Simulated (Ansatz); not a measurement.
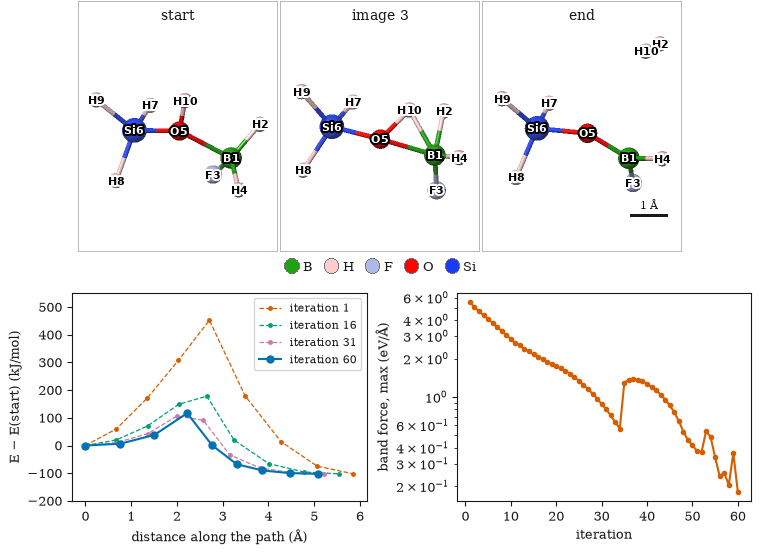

NEB run on BSiH6OF. Images are numbered from 0 (start) to 8 (end). The plot follows the band through its iterations. Style: ball-and-stick. Shown from a free direction.

Theory: RKS PBE0-D4/6-31G* in Ansatz. Run with 7 movable images; climbing image; force threshold 0.05 eV/Å; iteration limit 60; optimiser L-BFGS; largest step 0.02 Å; starting path through a guess of the saddle point.

> Did the band converge, and can the barrier be trusted?

The result isn't final. The band hadn't converged when the run stopped after 60 iterations. The largest component of the band force went from 5.5 to 0.18 eV/Å. The barrier read from it is provisional: over the last two iterations the highest image moved from 118.3 kJ/mol to 116.9 kJ/mol. The step length is far from the usual. The first iteration put the highest image at 452.4 kJ/mol. The highest point, image 3, lies 116.9 kJ/mol above the start and 219.1 kJ/mol above the end; the end is at −102.1 kJ/mol relative to the start.

Cost: 33 min on 1 thread of Arm Neoverse N1, on a shared host, peak memory 0.15 GiB.
